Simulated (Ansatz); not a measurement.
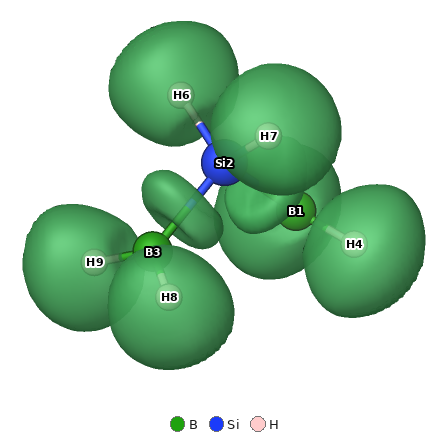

The picture shows: B$_{2}$H$_{6}$Si. Isosurface of the ELF at 0.8 (green), seen at an oblique angle. Only the valence region is drawn (cores and ρ < 0.01 e/Å³ removed).

The calculation used Ansatz, RKS B3LYP-D4/cc-pVDZ.

Input

```
crystal:
  periodic: [false, false, false]
  atoms:
    - { symbol: B, position_ang: [-1.0466, 0.4566, -1.098] }
    - { symbol: Si, position_ang: [0.4616, 0.4808, 0.0409] }
    - { symbol: B, position_ang: [0.3614, -1.0711, 1.1826] }
    - { symbol: H, position_ang: [-1.321, -0.497, -1.6486] }
    - { symbol: H, position_ang: [-1.3368, 1.4938, -1.7072] }
    - { symbol: H, position_ang: [0.4825, 1.7191, 0.8614] }
    - { symbol: H, position_ang: [1.7083, 0.4294, -0.7786] }
    - { symbol: H, position_ang: [0.4065, -2.1383, 0.7189] }
    - { symbol: H, position_ang: [0.3725, -0.9196, 2.4114] }
basis:
  gaussian: { orbitals: cc-pVDZ }
hamiltonian:
  xc: b3lyp
  dispersion: d4
relax:
  f_tol: 0.02
  max_steps: 40
scf:
  lower_state_search: "off"
output:
  orbitals: {}
```

Command:

```sh
ansatz run input.yaml --threads 1 --pin off --max-ram 2048MiB --backend cpu --events-out ev --progress --plain --runs-dir out
```

The fields are those of the relaxed geometry.

### What do the ELF domains correspond to?

The surface consists of two regions between bonded B–Si atoms (shared pairs) and six regions around hydrogen nuclei.

Values along the shortest contacts:
Si–B (2.02 Å): the ELF peaks at about 1 between the atoms, as expected for a covalent bond. B–H (1.21 Å): the ELF climbs to about 1 towards the hydrogen, as it does in any bond to H (a covalent bond by its length).
